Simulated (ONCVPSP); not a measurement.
# Ta, ONCV: a sweep of the scale of all qcut, part 2 of 3

Aim: generate and test one potential in full, then change the scale of all qcut and see what happens to hardness, ghosts and transferability.

ONCVPSP 4.0.1; first potential LDA (Perdew-Zunger), scalar-relativistic. Earlier steps stand in the parts before.

## (5) Convergence and ghost test

From the same output: the cutoffs (Ha) at which the residual kinetic energy of the hardest occupied pseudo-wave falls to 1 and 0.1 mHa per electron are 14 Ha and 17 Ha.

The program's own ghost test: no bound ghost flagged; no localised positive-energy state flagged.

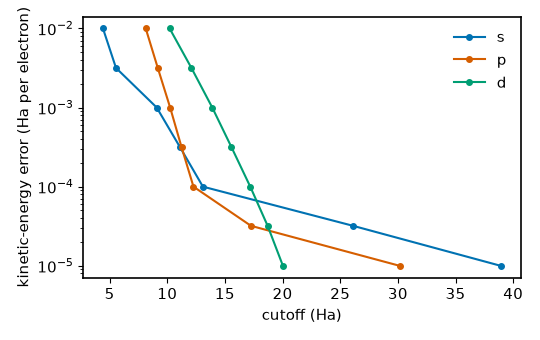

Convergence profile of the first projector's wave in each channel.

## (6) Now with scale of all qcut = 0.63

File Ta.dat:

```
# ATOM AND REFERENCE CONFIGURATION
# atsym  z   nc   nv     iexc    psfile
  Ta 73.00   10    4        3      upf
#
#   n    l    f
    1    0    2.00
    2    0    2.00
    2    1    6.00
    3    0    2.00
    3    1    6.00
    3    2   10.00
    4    0    2.00
    4    1    6.00
    4    2   10.00
    4    3   14.00
    5    0    2.00
    5    1    6.00
    5    2    3.00
    6    0    1.00
#
# PSEUDOPOTENTIAL AND OPTIMIZATION
# lmax
    2
#
#   l,   rc,      ep,       ncon, nbas, qcut
    0    1.85    0.00    3    6    3.30
    1    1.85    0.00    4    7    3.90
    2    2.15    0.00    3    8    5.30
#
# LOCAL POTENTIAL
# lloc, lpopt,  rc(5),   dvloc0
    4    5    1.50    6.00
#
# VANDERBILT-KLEINMAN-BYLANDER PROJECTORs
# l, nproj, debl
    0    2    2.30
    1    2    2.60
    2    1    2.30
#
# MODEL CORE CHARGE
# icmod, fcfact, rcfact
    3    2.25    1.40
#
# LOG DERIVATIVE ANALYSIS
# epsh1, epsh2, depsh
   -4.00    5.00    0.02
#
# OUTPUT GRID
# rlmax, drl
    6.00    0.01
#
# TEST CONFIGURATIONS
# ncnf
    4
# nvcnf
#   n    l    f
    4
    5    0    2.00
    5    1    6.00
    5    2    3.00
    6    0    2.00
#
    4
    5    0    2.00
    5    1    6.00
    5    2    3.00
    6    0    0.00
#
    4
    5    0    2.00
    5    1    6.00
    5    2    2.00
    6    0    0.00
#
    4
    5    0    2.00
    5    1    6.00
    5    2    1.00
    6    0    0.00
#
```

Command:

```
$ oncvpsp.x < Ta.dat > Ta.out
```

The output, Ta.out (without the consistency checks and plot data):

```text
ONCVPSP  (Optimized Norm-Conservinng Vanderbilt PSeudopotential)
scalar-relativistic version 4.0.1

[... all-electron levels as in step 2 ...]

Begin loop to  construct optimized pseudo wave functions
and semi-local pseudopoentials for all angular momenta

Calculating optimized projector #   1

 for l=   0

    Fraction of norm inside rc  0.964069
    Optimizing pswf for qcut=   3.30 a_B^-1,  ecut=   5.44 Ha
    Residual kinetic energy error=  1.96D-03 Ha

    Energy error per electron        Cutoff
         Ha          eV             Ha
         0.01000     0.27211        4.45
         0.00100     0.02721        5.99
         0.00010     0.00272       17.13
         0.00001     0.00027       42.22

Calculating optimized projector #   2

 for l=   0

    Fraction of norm inside rc  0.089723
    Optimizing pswf for qcut=   3.30 a_B^-1,  ecut=   5.44 Ha
    Residual kinetic energy error=  1.80D-03 Ha

    Energy error per electron        Cutoff
         Ha          eV             Ha
         0.01000     0.27211        3.91
         0.00100     0.02721        9.28
         0.00010     0.00272       34.93
         0.00001     0.00027       52.42

   Wellstate for l =  1  n =  7
     eigenvalue =   0.8780
     asymptotic potential =   1.3780
     half-point radius =  4.1805

Calculating optimized projector #   1

 for l=   1

    Fraction of norm inside rc  0.886870
    Optimizing pswf for qcut=   3.91 a_B^-1,  ecut=   7.64 Ha
    Residual kinetic energy error=  1.25D-02 Ha

    Energy error per electron        Cutoff
         Ha          eV             Ha
         0.01000     0.27211        7.88
         0.00100     0.02721       17.65
         0.00010     0.00272       36.91
         0.00001     0.00027       43.37

Calculating optimized projector #   2

 for l=   1

    Fraction of norm inside rc  0.075292
    Optimizing pswf for qcut=   3.91 a_B^-1,  ecut=   7.64 Ha
    Residual kinetic energy error=  7.09D-03 Ha

    Energy error per electron        Cutoff
         Ha          eV             Ha
         0.01000     0.27211        7.22
         0.00100     0.02721       10.08
         0.00010     0.00272       32.79
         0.00001     0.00027       57.37

Calculating optimized projector #   1

 for l=   2

    Fraction of norm inside rc  0.599602
    Optimizing pswf for qcut=   5.29 a_B^-1,  ecut=  14.01 Ha
    Residual kinetic energy error=  5.38D-05 Ha

    Energy error per electron        Cutoff
         Ha          eV             Ha
         0.01000     0.27211        8.74
         0.00100     0.02721       11.27
         0.00010     0.00272       13.79
         0.00001     0.00027       39.81

Construct Vanderbilt / Kleinmman-Bylander projectors

B matrix Hermiticity error, ll=   0
   1   2    3.4327E-04

  Orthonormal projector coefficients  2.1160E+00 -1.2197E+00

B matrix Hermiticity error, ll=   1
   1   2   -3.0047E-04

  Orthonormal projector coefficients  1.7148E+00 -1.3886E+00

Model core correction analysis
  based on d2Exc/dn_idn_j

d2excae - all-electron derivatives

   -2.516948D-02   -2.234843D-02   -1.039678D-02   -2.304262D-03
   -2.234818D-02   -2.256986D-02   -1.394755D-02   -4.031035D-03
   -1.039662D-02   -1.394752D-02   -1.876001D-02   -1.648463D-02
   -2.304602D-03   -4.031265D-03   -1.647895D-02   -2.917684D-02

d2excps - pseudofunction derivatives with no core correction

   -5.341736D-02   -3.435799D-02   -1.268548D-02   -5.231100D-03
   -3.435955D-02   -3.247409D-02   -1.729816D-02   -5.000822D-03
   -1.268567D-02   -1.729838D-02   -2.082775D-02   -1.692285D-02
   -5.232102D-03   -5.000389D-03   -1.691651D-02   -2.978418D-02

rms 2nd derivative error    8.808788E-03

rmatch, rhocmatch    1.0010    7.9241

Teter function model core charge with specified parameters

d2excps - pseudofunction derivatives with core correction

   -3.608796D-02   -2.649033D-02   -1.091793D-02   -3.579728D-03
   -2.649022D-02   -2.699387D-02   -1.563372D-02   -4.432285D-03
   -1.091778D-02   -1.563369D-02   -2.012710D-02   -1.681590D-02
   -3.579704D-03   -4.431802D-03   -1.680954D-02   -2.959897D-02

rms 2nd derivative error    3.401901E-03

Pseudoatom total energy  -58.604273

Diagnostic tests using Vanderbilt-Kleinman-Bylander pseudopotentials
  1 or more projectors used as specified by nproj input data

   l    rcore       rmatch      e in        delta e   norm test  slope test

   0   1.8536376   1.9099181  -2.9576718   0.0000253   1.0002837   1.0002773
   0   1.8536376   1.9099181  -0.4378264   0.0000166   1.0000805   0.9999834

   1   1.8536376   1.9099181  -1.7219752   0.0000004   1.0001429   1.0001503
   1   1.8536376   1.9099181   0.8780248   0.0000328   1.0002584   1.0002584

   2   2.1526546   2.2180138  -0.3954181  -0.0000267   0.9999925   0.9998697

 Testing for bound ghosts
   n   l    E NL Schr. Eq   E Basis Diag.   E Cutoff

   1   0       -2.957647       -2.957523     37.57
   2   0       -0.437810       -0.414839     37.57

   2   1       -1.721975       -1.721966     65.11

   3   2       -0.395445       -0.394045     55.65

 Testing for highly-localized positive-energy ghosts
       l    <radius>/rc     E Basis Diag.   E Cutoff

Test configuration 0

   n   l     f        eae           eps        diff
   1   0  2.0000-2474.04103475
   2   0  2.0000 -425.33083921
   2   1  6.0000 -372.90149025
   3   0  2.0000  -97.62343597
   3   1  6.0000  -82.03228471
   3   2 10.0000  -63.81037872
   4   0  2.0000  -20.09258315
   4   1  6.0000  -14.97585840
   4   2 10.0000   -8.42674296
   4   3 14.0000   -1.18432656
   5   0  2.0000   -2.95767183   -2.95764654    2.53D-05
   5   1  6.0000   -1.72197522   -1.72197484    3.81D-07
   5   2  3.0000   -0.39541812   -0.39544482   -2.67D-05
   6   0  1.0000   -0.43782644   -0.43780981    1.66D-05

    Total energies and differences
      AE_ref= -1.55950302D+04  AE_tst= -1.55950302D+04  dif=  0.00D+00
      PS_ref= -5.86042727D+01  PS_tst= -5.86042727D+01  dif= -5.68D-14
      PSP excitation error=  5.68D-14

Test configuration 1

   n   l     f        eae           eps        diff
   1   0  2.0000-2473.77105876
   2   0  2.0000 -425.06261396
   2   1  6.0000 -372.63319476
   3   0  2.0000  -97.35512897
   3   1  6.0000  -81.76397586
   3   2 10.0000  -63.54218251
   4   0  2.0000  -19.82421525
   4   1  6.0000  -14.70750872
   4   2 10.0000   -8.15847665
   4   3 14.0000   -0.91616214
   5   0  2.0000   -2.68964754   -2.68715934    2.49D-03
   5   1  6.0000   -1.45372704   -1.45300941    7.18D-04
   5   2  3.0000   -0.13909832   -0.13922187   -1.24D-04
   6   0  2.0000   -0.20654738   -0.20649938    4.80D-05

    Total energies and differences
      AE_ref= -1.55950302D+04  AE_tst= -1.55953500D+04  dif= -3.20D-01
      PS_ref= -5.86042727D+01  PS_tst= -5.89241256D+01  dif= -3.20D-01
      PSP excitation error=  7.12D-05

Test configuration 2

   n   l     f        eae           eps        diff
   1   0  2.0000-2474.35334337
   2   0  2.0000 -425.64074435
   2   1  6.0000 -373.21150369
   3   0  2.0000  -97.93305658
   3   1  6.0000  -82.34191133
   3   2 10.0000  -64.11990925
   4   0  2.0000  -20.40228241
   4   1  6.0000  -15.28555452
   4   2 10.0000   -8.73634937
   4   3 14.0000   -1.49364825
   5   0  2.0000   -3.26626379   -3.27032757   -4.06D-03
   5   1  6.0000   -2.02968449   -2.03108780   -1.40D-03
   5   2  3.0000   -0.68470858   -0.68469440    1.42D-05

    Total energies and differences
      AE_ref= -1.55950302D+04  AE_tst= -1.55944676D+04  dif=  5.63D-01
      PS_ref= -5.86042727D+01  PS_tst= -5.80414734D+01  dif=  5.63D-01
      PSP excitation error= -2.16D-04

Test configuration 3

   n   l     f        eae           eps        diff
   1   0  2.0000-2474.81859354
   2   0  2.0000 -426.10769828
   2   1  6.0000 -373.67848456
   3   0  2.0000  -98.39668420
   3   1  6.0000  -82.80556553
   3   2 10.0000  -64.58415133
   4   0  2.0000  -20.86591338
   4   1  6.0000  -15.74939426
   4   2 10.0000   -9.20047798
   4   3 14.0000   -1.95664590
   5   0  2.0000   -3.72477711   -3.73179145   -7.01D-03
   5   1  6.0000   -2.47800612   -2.48163394   -3.63D-03
   5   2  2.0000   -1.08240242   -1.08280537   -4.03D-04

    Total energies and differences
      AE_ref= -1.55950302D+04  AE_tst= -1.55935883D+04  dif=  1.44D+00
      PS_ref= -5.86042727D+01  PS_tst= -5.71618466D+01  dif=  1.44D+00
      PSP excitation error= -5.32D-04

Test configuration 4

   n   l     f        eae           eps        diff
   1   0  2.0000-2475.34285360
   2   0  2.0000 -426.63403203
   2   1  6.0000 -374.20491666
   3   0  2.0000  -98.91749694
   3   1  6.0000  -83.32642379
   3   2 10.0000  -65.10594161
   4   0  2.0000  -21.38613655
   4   1  6.0000  -16.26984282
   4   2 10.0000   -9.72121558
   4   3 14.0000   -2.47531372
   5   0  2.0000   -4.23481964   -4.24630987   -1.15D-02
   5   1  6.0000   -2.97410357   -2.98077779   -6.67D-03
   5   2  1.0000   -1.52385216   -1.52466755   -8.15D-04

    Total energies and differences
      AE_ref= -1.55950302D+04  AE_tst= -1.55922887D+04  dif=  2.74D+00
      PS_ref= -5.86042727D+01  PS_tst= -5.58613304D+01  dif=  2.74D+00
      PSP excitation error= -1.45D-03
```

It took 4.3 s on 1 thread, shared host.

Excitation and ionisation energies from 5s2 5p6 5d3 6s1, with the error of the potential.

```csv
valence configuration,charge,ΔE all-electron (eV),error AE − PS (meV)
5s2 5p6 5d3 6s2,0,-8.702,+1.9
5s2 5p6 5d3 6s0,+2,15.309,-5.9
5s2 5p6 5d2 6s0,+3,39.236,-14
5s2 5p6 5d1 6s0,+4,74.600,-39
```

Compared with the first run, the loose cutoff goes from 14 Ha to 18 Ha, the largest test error goes from -64 to -39 meV and there is no bound ghost.

(Continued in part 3 of 3.)
